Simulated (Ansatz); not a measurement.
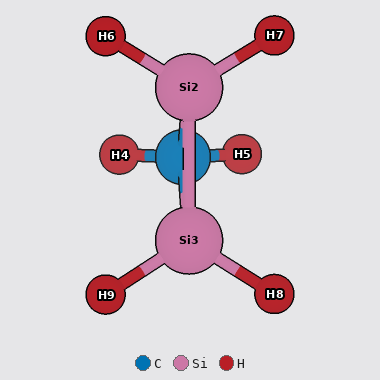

The system is CH₆Si₂ (SMILES C1[SiH2][SiH2]1) with the probe CO; the picture shows it without the atoms that are moved over the map. 
- The probe is moved over a plane parallel to the molecule's main plane, 3.95 Å above it.
- The first coordinate is: x of the probe's C atom; the second: y of the probe's C atom.
- Nothing is relaxed (molecule and probe rigid, the probe upright with C nearest the plane).
- The grid has 11 × 9 points; 72 points were computed and 27 follow by symmetry.
- Points are written as (first, second).
- Energies: cm⁻¹, counted from molecule and probe far apart, each relaxed in its own basis (no counterpoise correction).
- Theory: Ansatz 0.2.0, RKS PBE-D4/def2-SVPD.

Range: x of the probe's C atom from −3.40 to 3.40 Å; y of the probe's C atom from −2.72 to 2.72 Å.

### What will the energy surface look like?

The lowest grid point is at (0.00 Å, 0.00 Å), −485 cm⁻¹ from molecule and probe far apart, each relaxed in its own basis (no counterpoise correction). The highest grid point, (−3.40 Å, −2.72 Å), lies 476 cm⁻¹ above the lowest. On the interpolated surface the easiest way out of the lowest well to the well at about (−3.11 Å, 1.26 Å) passes a barrier of about 330 cm⁻¹. Near the minimum the curvatures are about 0.018 and 0.041 eV/Å² along the soft and the stiff direction.

```csv
"y of the probe's C atom ↓, x of the probe's C atom →",−3.40,−2.72,−2.04,−1.36,−0.68,0.00,0.68,1.36,2.04,2.72,3.40
2.72,−85,−119,−137,−147,−157,−162,−157,−147,−137,−119,−85
2.04,−138,−162,−152,−166,−216,−244,−216,−166,−152,−162,−138
1.36,−169,−163,−104,−129,−258,−329,−258,−129,−104,−163,−169
0.68,−165,−142,−71,−124,−317,−419,−317,−124,−71,−142,−165
0.00,−145,−144,−128,−219,−398,−485,−398,−219,−128,−144,−145
−0.68,−120,−161,−211,−312,−431,−482,−431,−312,−211,−161,−120
−1.36,−85,−142,−217,−312,−400,−438,−400,−312,−217,−142,−85
−2.04,−45,−96,−165,−253,−340,−382,−340,−253,−165,−96,−45
−2.72,−9,−47,−101,−174,−248,−284,−248,−174,−101,−47,−9
```

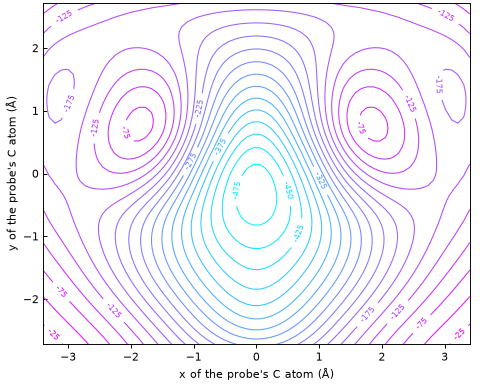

The picture shows contour lines labelled in cm⁻¹. Between grid points the surface is interpolated.

The whole map (72 points run) took 6.9 min on 1 thread of Arm Neoverse V2, on a shared host.
